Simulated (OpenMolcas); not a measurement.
Run report: Tm²⁺ complex, multiconfigurational calculation

Tm²⁺ with 8 ligands (F; square antiprism, 2.47 Å), neutralised by 8 outer point charges of +0.75 e, whose field is part of the energies. Computed at this level: state-averaged CASSCF, active space 13 electrons in the shell 4f, basis ANO-RCC-VTZP on the metal and ANO-RCC-VDZP on the ligands, DKH2 scalar Hamiltonian, spin-orbit coupling by RASSI with atomic mean-field integrals (OpenMolcas).

Log (extracts):
```
--- SEWARD ---
Basis set label: TM.ANO-RCC...8S7P5D3F2G1H.

      Electronic valence basis set:
      ------------------
      Associated Effective Charge  69.000000 au
      Associated Actual Charge     69.000000 au
      Nuclear Model: Point charge

      Shell  nPrim  nBasis  Cartesian Spherical Contaminant
         s      25       8        X
         p      22       7        X
         d      15       5                 X
         f      11       3                 X
         g       4       2                 X
         h       2       1                 X
                  Relativistic Douglas-Kroll-Hess integrals:
                    - DKH order of Hamiltonian: 2
                    - DKH order of Properties : 0
                  Atomic mean-field integrals
--- RASSCF ---
Wave function specifications:
      -----------------------------

      Number of closed shell electrons         134
      Number of electrons in active shells      13
      Max number of holes in RAS1 space          0
      Max nr of electrons in RAS3 space          0
      Number of inactive orbitals               67
      Number of active orbitals                  7
      Number of secondary orbitals             142
      Spin quantum number                      0.5
      State symmetry                             1
Orbital specifications:
      -----------------------

      Symmetry species                           1
                                                 a
      Frozen orbitals                            0
      Inactive orbitals                         67
      Active orbitals                            7
      RAS1 orbitals                              0
      RAS2 orbitals                              7
      RAS3 orbitals                              0
      Secondary orbitals                       142
      Deleted orbitals                           0
      Number of basis functions                216
      Number of CSFs                             7
      Number of root(s) required                 7
      Iter CI   SX   CI       RASSCF       Energy    max ROT     max BLB   max BLB  Level Ln srch  Step   QN
          iter iter root      energy       change     param      element    value   shift minimum  type update
 Nr of preliminary CI iterations:   1
      Total energies have been shifted. Add               -14000.00 au
        1   1   14    0  -352.21804685    0.00E+00  -6.03E-02   35 155 1 -3.65E-01*  0.83   0.00    SX    NO
        2   1   15    0  -353.17581082   -9.58E-01* -1.72E-02   69  81 1  9.51E-02*  0.82   0.00    SX    NO
        3   1   16    0  -353.23778483   -6.20E-02*  1.53E-02   71  83 1 -1.07E-01*  0.65   0.00    SX    NO
        4   1   14    0  -353.24573251   -7.95E-03* -1.60E-02   69  81 1  1.23E-01*  0.80   0.00    SX    NO
        5   1   16    0  -353.24750377   -1.77E-03*  1.69E-02   71  83 1 -1.33E-01*  0.62   0.52    SX   YES
        6   1   14    0  -353.25014901   -2.65E-03* -1.54E-02   69  81 1  1.29E-01*  0.80   0.53    SX   YES
        7   1   16    0  -353.25307108   -2.92E-03*  1.45E-02   71  83 1 -1.14E-01*  0.64   0.54    SX   YES
        8   1   14    0  -353.25376506   -6.94E-04*  1.39E-02   72  84 1  1.14E-01*  0.79   0.51    SX   YES
        9   1   16    0  -353.25525922   -1.49E-03*  1.34E-02   71  83 1 -1.04E-01*  0.64   0.52    SX   YES
       10   1   14    0  -353.25534084   -8.16E-05* -1.30E-02   71  83 1  1.06E-01*  0.79   0.50    SX   YES
        ...
       20   1    9    0  -353.26257412   -1.38E-07*  1.02E-04   24 141 1 -7.04E-05   0.72   1.52    QN   YES
       21   1    8    0  -353.26257417   -5.54E-08*  2.33E-05   26 134 1  3.64E-05   0.72   1.44    QN   YES
       22   1    6    0  -353.26257418   -1.15E-08*  3.61E-06   25  97 1 -1.13E-05   0.72   1.25    QN   YES
       23   1    6    0  -353.26257419   -2.32E-09  -2.12E-06   24 141 1  6.51E-06   0.72   1.26    QN   YES
      Convergence after 23 iterations
       24   1    6    0  -353.26257419   -5.29E-10  -2.12E-06   26 134 1 -4.23E-06   0.72   1.26    QN   YES
      Natural orbitals and occupation numbers for root  1
      sym 1:   1.000000   2.000000   2.000000   2.000000   2.000000   2.000000   2.000000
      Natural orbitals and occupation numbers for root  2
      sym 1:   2.000000   2.000000   2.000000   2.000000   2.000000   2.000000   1.000000
      Natural orbitals and occupation numbers for root  3
      sym 1:   2.000000   1.000000   2.000000   2.000000   2.000000   2.000000   2.000000
::    RASSCF root number  1 Total energy: -14353.26325675
::    RASSCF root number  2 Total energy: -14353.26325675
::    RASSCF root number  3 Total energy: -14353.26320745
::    RASSCF root number  4 Total energy: -14353.26320745
::    RASSCF root number  5 Total energy: -14353.26176100
::    RASSCF root number  6 Total energy: -14353.26176100
::    RASSCF root number  7 Total energy: -14353.26156892
--- RASSI ---
SPIN-FREE ENERGIES:
  (Shifted by EMIN (a.u.) =     -14353.2632567482)

 SF State       Relative EMIN(au)   Rel lowest level(eV)    D:o, cm**(-1)

     1             0.0000000000        0.0000000000              0.0000
     2             0.0000000000        0.0000000000              0.0000
     3             0.0000492991        0.0013414960             10.8199
     4             0.0000493001        0.0013415250             10.8201
     5             0.0014957494        0.0407014137            328.2790
     6             0.0014957494        0.0407014137            328.2790
     7             0.0016878293        0.0459281761            370.4357
     Dipole printing threshold changed to   1.00000000E+00

++ Dipole transition strengths (spin-free states):
   -----------------------------------------------
     for osc. strength at least  1.00000000E+00

  ( Max oscillator strength is only    1.7319199343272624E-008 )
--
Eigenvalues of complex Hamiltonian:
   -----------------------------------
  (Shifted by EMIN (a.u.) =     -14353.2632567482)

 SO State       Relative EMIN(au)   Rel lowest level(eV)    D:o, cm**(-1)

     1            -0.0172887863        0.0000000000              0.0000
     2            -0.0172887863        0.0000000000              0.0000
     3            -0.0172570840        0.0008626642              6.9579
     4            -0.0172570840        0.0008626642              6.9579
     5            -0.0162085196        0.0293955560            237.0911
     6            -0.0162085196        0.0293955560            237.0911
     7            -0.0156601115        0.0443184987            357.4528
     8            -0.0156601115        0.0443184987            357.4528
     9             0.0230610073        1.0979738178           8855.7561
    10             0.0230610073        1.0979738178           8855.7561
    11             0.0235310653        1.1107647493           8958.9219
    12             0.0235310653        1.1107647493           8958.9219
    13             0.0246003561        1.1398616343           9193.6041
    14             0.0246003561        1.1398616343           9193.6041
Weights of the five most important spin-orbit-free states for each spin-orbit state.

 SO State  Total energy (au)           Spin-free states, spin, and weights
 -------------------------------------------------------------------------------------------------------
    1        -0.017289       1 0.5  0.5000    2 0.5  0.5000    4 0.5  0.0000    3 0.5  0.0000    7 0.5  0.0000
    2        -0.017289       1 0.5  0.5000    2 0.5  0.5000    4 0.5  0.0000    3 0.5  0.0000    7 0.5  0.0000
    3        -0.017257       3 0.5  0.4284    4 0.5  0.4284    2 0.5  0.0716    1 0.5  0.0716    6 0.5  0.0000
    4        -0.017257       3 0.5  0.4284    4 0.5  0.4284    2 0.5  0.0716    1 0.5  0.0716    6 0.5  0.0000
    5        -0.016209       5 0.5  0.3497    6 0.5  0.3497    4 0.5  0.1503    3 0.5  0.1503    2 0.5  0.0000
    6        -0.016209       5 0.5  0.3497    6 0.5  0.3497    4 0.5  0.1503    3 0.5  0.1503    2 0.5  0.0000
    7        -0.015660       7 0.5  0.5691    6 0.5  0.2154    5 0.5  0.2154    2 0.5  0.0000    1 0.5  0.0000
    8        -0.015660       7 0.5  0.5691    6 0.5  0.2154    5 0.5  0.2154    2 0.5  0.0000    1 0.5  0.0000
    9         0.023061       2 0.5  0.4284    1 0.5  0.4284    3 0.5  0.0716    4 0.5  0.0716    5 0.5  0.0000
   10         0.023061       1 0.5  0.4284    2 0.5  0.4284    3 0.5  0.0716    4 0.5  0.0716    5 0.5  0.0000
   11         0.023531       4 0.5  0.3497    3 0.5  0.3497    5 0.5  0.1503    6 0.5  0.1503    2 0.5  0.0000
   12         0.023531       4 0.5  0.3497    3 0.5  0.3497    5 0.5  0.1503    6 0.5  0.1503    2 0.5  0.0000
```

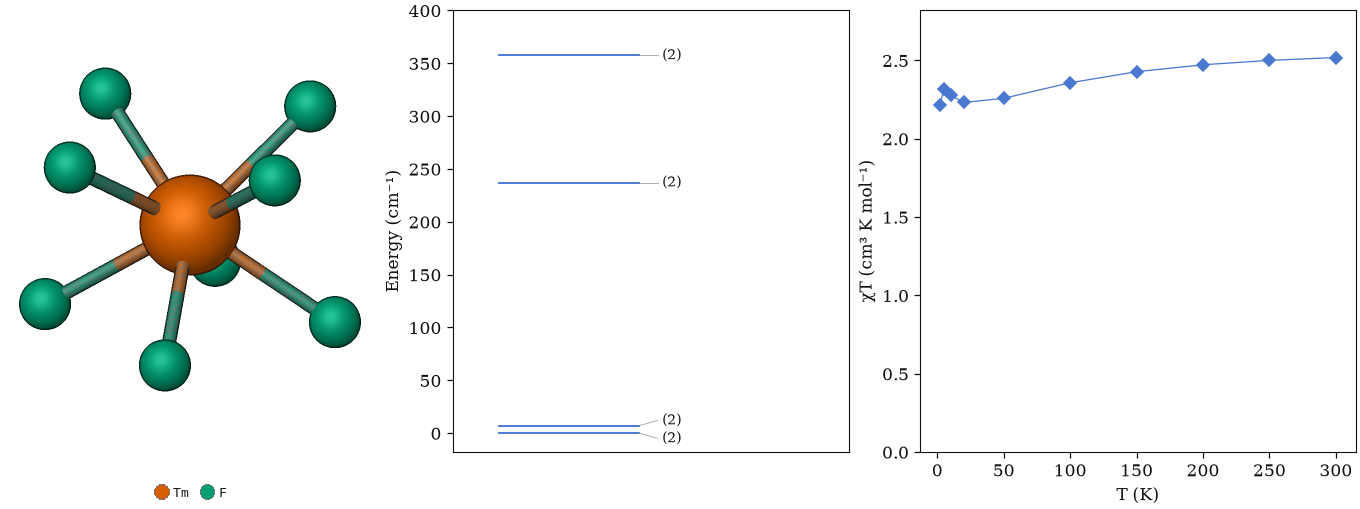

*Tm²⁺ (4f¹³) with 8 ligands, F⁻, at 2.47 Å (arrangement: square antiprism, D4d), neutralised by outer point charges of +0.75 e, and its levels and susceptibility. Labels give the representation in O, Td, D4 or D3 as the site allows (double group for half-integer spin) where it could be assigned and, in brackets, the degeneracy; spin-free states, where drawn, share the zero of the spin-orbit levels. Powder susceptibility by Van Vleck's formula.*

The ground level is a Kramers doublet, 100 % from states of spin multiplicity 2. Its principal g values are 0.00, 0.00 and 7.99, easy-axis. The next level lies at 7.0 cm⁻¹. The lowest J multiplet spreads over 357 cm⁻¹. χT is 2.22 cm³ K mol⁻¹ at 2 K and 2.52 at 300 K, an effective moment of 4.49 μB. The active orbitals hold 100 % metal character (Löwdin), and the Mulliken charge of the metal is +1.85.

Input:
```
&GATEWAY
Coord
9

Tm 0.0 0.0 0.0
F 1.920313 0.795420 1.334394
F -0.795420 1.920313 1.334394
F -1.920313 -0.795420 1.334394
F 0.795420 -1.920313 1.334394
F 1.920313 -0.795420 -1.334394
F 0.795420 1.920313 -1.334394
F -1.920313 0.795420 -1.334394
F -0.795420 -1.920313 -1.334394
Basis=Tm.ANO-RCC-VTZP,F.ANO-RCC-VDZP
Group=NoSym
NoMove
AngMom=0.0 0.0 0.0
AMFI
RICD
XField
8 Angstrom 0
4.097186 1.697111 2.847067 0.750000
-1.697111 4.097186 2.847067 0.750000
-4.097186 -1.697111 2.847067 0.750000
1.697111 -4.097186 2.847067 0.750000
4.097186 -1.697111 -2.847067 0.750000
1.697111 4.097186 -2.847067 0.750000
-4.097186 1.697111 -2.847067 0.750000
-1.697111 -4.097186 -2.847067 0.750000
&SEWARD
&RASSCF
FileOrb=start.orb
Symmetry=1
Spin=2
nActEl=13 0 0
Inactive=67
Ras2=7
CIRoot=7 7 1
SDav=7
CIMx=300
Iter=150 100
PrWF=0.3
OrbListing=Nothing
MaxOrb=0
LevShft=1.0
>>> COPY $Project.JobIph JOB001
&RASSI
NrOfJobIphs=1 7
1 2 3 4 5 6 7
IphNames
JOB001
EJob
SpinOrbit
DIPRint=1.0
SOCoupling=1000.0
Subsets=2
Property=9
'ANGMOM' 1 'ANGMOM' 2 'ANGMOM' 3 'MLTPL  1' 1 'MLTPL  1' 2 'MLTPL  1' 3
'AMFI' 1 'AMFI' 2 'AMFI' 3
SOProperty=3
'ANGMOM' 1 'ANGMOM' 2 'ANGMOM' 3
```

The file start.orb holds starting orbitals from an earlier step. A driver script formed the levels outside the program, from RASSI's spin-orbit matrix and the active-space energies, averaged over the components of each term or state.

Launched with:
```bash
OMP_NUM_THREADS=1 MOLCAS_MEM=2457 MOLCAS_PROJECT=a pymolcas a.inp > a.log  # once for each step of the input, in one work folder
```

Summary:

| quantity | value |
| --- | --- |
| outcome | converged |
| energy of the lowest spin-free term | −14353.26326 hartree |
| energy of the lowest spin-orbit level | −14353.28055 hartree |
| largest spread among components of a term | 0.0 cm⁻¹ |
| hardware | 1 thread of Arm Neoverse V2, 24 GiB of memory available, shared host |
| wall time | 2.4 min |
| peak memory | 0.65 GiB |

Remarks:

Without dynamic correlation the splittings between terms come out too large, often by 20 to 50 %. To bear in mind: distances are set from ionic radii, not optimised.
